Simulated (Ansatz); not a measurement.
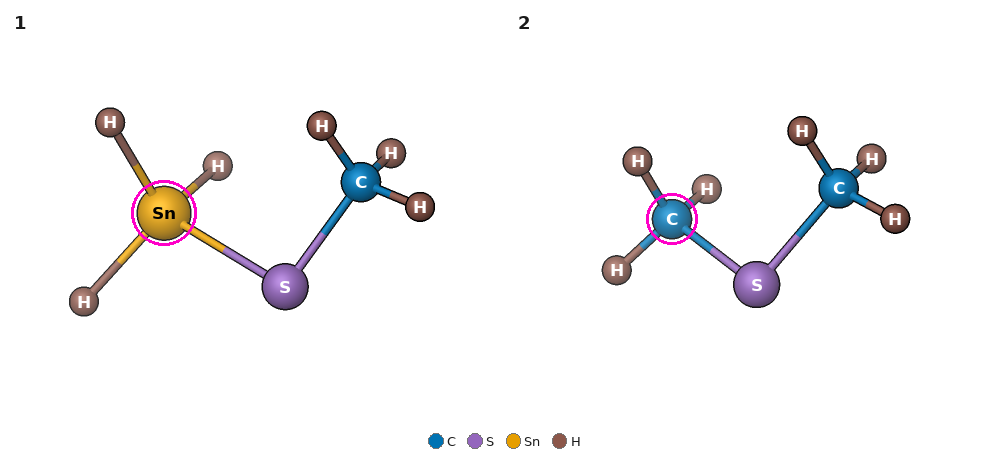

2 molecules with one skeleton, seen from the same side and at one scale; the atom that differs is circled. Each species is neutral and a spin singlet. Computed geometries: PBE0-D4/def2-TZVP optimisations, one conformation each. Properties computed with Ansatz 0.2.0. Elements past Kr carry core potentials.

One atom differs, called X below: Sn in panel 1, C in panel 2. Their formulas are CH6SSn (`C[S][SnH3]`), C2H6S (`CSC`).

**In which is the mean length of X–H larger (PBE0-D4/def2-TZVP)?**

In panel 1 (X = Sn).

**In which is the HOMO–LUMO gap larger (B3LYP-D4/def2-TZVPP)?**

In panel 2 (X = C).

Give the values. With PBE0-D4/def2-TZVP: mean length of X–H (Å), length of X–S (Å), mean angle H–X–H (°). With B3LYP-D4/def2-TZVPP: dipole moment (D), HOMO energy (Kohn–Sham orbital) (eV), HOMO–LUMO gap (eV).

```tsv
quantity	1 (Sn)	2 (C)	2 − 1
mean length of X–H (Å)	1.707	1.091	−0.616
length of X–S (Å)	2.394	1.795	−0.599
mean angle H–X–H (°)	110.7	109.0	−1.7
dipole moment (D)	1.41	1.52	+0.11
HOMO energy (Kohn–Sham orbital) (eV)	−6.49	−6.01	+0.48
HOMO–LUMO gap (eV)	5.80	6.75	+0.95
```
